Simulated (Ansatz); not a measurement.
One crystal and one scan (frozen-phonon scan) at two levels, PBE (plane waves to 420 eV, PAW, scalar-relativistic; Ansatz, a quantum-chemistry and plane-wave program) and r2SCAN (plane waves to 500 eV, PAW, scalar-relativistic; Ansatz), each from its own relaxed cell and on its own mesh. The cell shown is that of PBE.

Starting cell, SrO (rock salt):

```
SrO
1.0
    0.00000     2.59750     2.59750
    2.59750     0.00000     2.59750
    2.59750     2.59750     0.00000
O Sr
1 1
Direct
  0.00000   0.00000   0.00000
  0.50000   0.50000   0.50000
```

The atoms are displaced by Q × the pattern below (from a DFPT mode at Γ, largest move 1; Q in Å), at fixed cell. It is one choice among 3 degenerate patterns.

```json
[
 {"atom": "O1", "x": "0.000", "y": "0.000", "z": "1.000"},
 {"atom": "Sr2", "x": "0.000", "y": "0.000", "z": "-0.183"}
]
```

SrO was relaxed with its symmetry unable to fall. Percentages come from the unrounded values. Both scans cover Q from -0.280 to 0.280 Å.

```json
[
 {"quantity": "Lattice constant a (Å)", "PBE": "5.195", "r2SCAN": "5.160", "PBE − r2SCAN": "+0.035 (+0.7 %)"},
 {"quantity": "Energy at Q = 0.280 Å (meV/cell)", "PBE": "143.6", "r2SCAN": "174.6", "PBE − r2SCAN": "-31.0 (-18 %)"},
 {"quantity": "Harmonic wavenumber from the curvature (finite differences) (cm⁻¹ (negative: imaginary))", "PBE": "189", "r2SCAN": "214", "PBE − r2SCAN": "-25 (-11 %)"}
]
```

PBE gives the higher value for: lattice constant a. PBE gives the lower value for: energy at Q = 0.280 Å; harmonic wavenumber from the curvature. Both give the same space group of the distorted cell: I4mm (No. 107), lowered from Fm-3m. Neither level is exact: the differences show how much the result hangs on the functional.

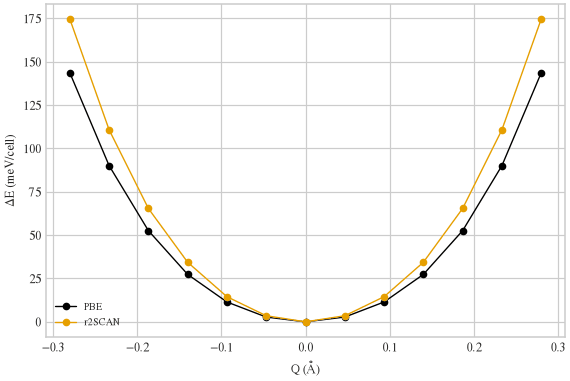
*ΔE, each from the undisplaced structure of its own level.*

(For displaced atoms, the force is minus the slope of the energy, and its curvature is a force constant, which sets phonon frequencies.)
